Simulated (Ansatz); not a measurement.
Stretching the B1–H3 bond in BFHI (SMILES FBI) (multiplicity 1 held, fragments rigid). Energies count from the point at 1.186 Å.
Geometry at that point (charge 0, multiplicity 1):
```json
[
 {"atom": "B", "x (Å)": "-0.2447", "y (Å)": "-1.3335", "z (Å)": "0.8064"},
 {"atom": "F", "x (Å)": "0.7923", "y (Å)": "-1.7438", "z (Å)": "1.4967"},
 {"atom": "H", "x (Å)": "-1.2601", "y (Å)": "-1.9458", "z (Å)": "0.8179"},
 {"atom": "I", "x (Å)": "-0.0877", "y (Å)": "0.4586", "z (Å)": "-0.3457"}
]
```

Restricted levels (R-, RO-) in cc, def2 and unpolarised 6-31G sets keep to the state of the molecule at rest. Active spaces are followed from a long bond inwards. Levels need not reach the same state.

Correlated levels freeze the cores. Filled d and f shells under p-block atoms count as core.

The values were computed with Ansatz (an electronic-structure program). Values without a source in brackets are computed. In def2 rows elements past Kr take small-core potentials, without spin–orbit coupling.

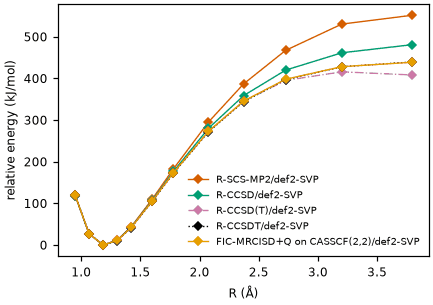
Figure: Relative energy along the coordinate

Doubts at one or more of the structures used: a restricted determinant that unrestricted orbitals would lower (R-SCS-MP2/def2-SVP, R-CCSD/def2-SVP, R-CCSD(T)/def2-SVP, R-CCSDT/def2-SVP); other coupled-cluster roots lie near (R-CCSD/def2-SVP, R-CCSD(T)/def2-SVP, R-CCSDT/def2-SVP); T1 above 0.05 (R-CCSD/def2-SVP, R-CCSD(T)/def2-SVP, R-CCSDT/def2-SVP).
